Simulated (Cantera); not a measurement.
Charge: 1 mol Si, 0.045 mol H2O, 510 mol H2, held at 0.0375 Torr.

Method: chemical equilibrium by Gibbs-energy minimisation in Cantera with the NASA 1993 tables (ideal gas, pure condensed phases). Candidate condensed phases: H2O, Si, SiO2; 18 gas species. The numbers say what is thermodynamically allowed, not how fast it happens.

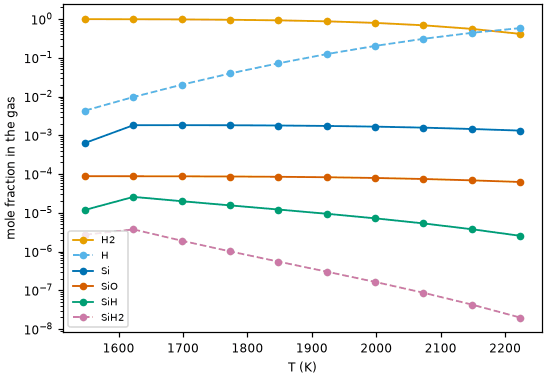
*Equilibrium gas composition (values under 1e-9 drawn at 1e-9)*

### Question
Read off the mole fractions at 1998 K.

### Answer
H2 about 0.80, H about 0.20, Si about 0.0017, SiO about 7.9e-5, SiH about 7.2e-6, SiH2 about 1.6e-7.
